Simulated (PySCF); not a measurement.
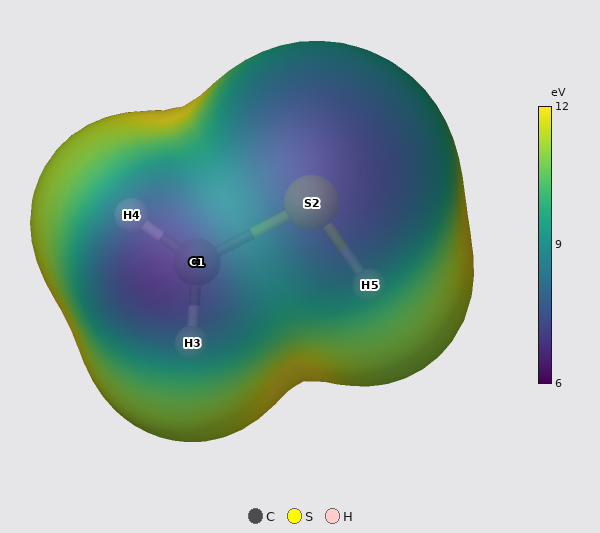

CH₃S, doublet, SMILES `[CH2]S`. Average local ionisation energy on the surface of electron density 0.001 a.u.

Method: r2SCAN/cc-pVDZ; geometry: GFN2-xTB; program: PySCF. No frequency check shows the geometry to be a minimum. The stability of the open-shell solution wasn't checked. GFN2-xTB bond lengths at metals and heavier atoms can be off by up to 0.1 Å and shapes distorted, which carries into these values. GFN2-xTB doesn't know the spin state, so this open-shell geometry is rough.

Locate the minima of the map.

Answer. The lowest value is 6.8 eV, off the molecular plane, over C1 (2.0 Å), and at like points elsewhere. Further minima include 7.1 eV, off the molecular plane, over S2 (2.2 Å), and at like points elsewhere. For comparison, the highest occupied orbital lies at −4.1 eV.
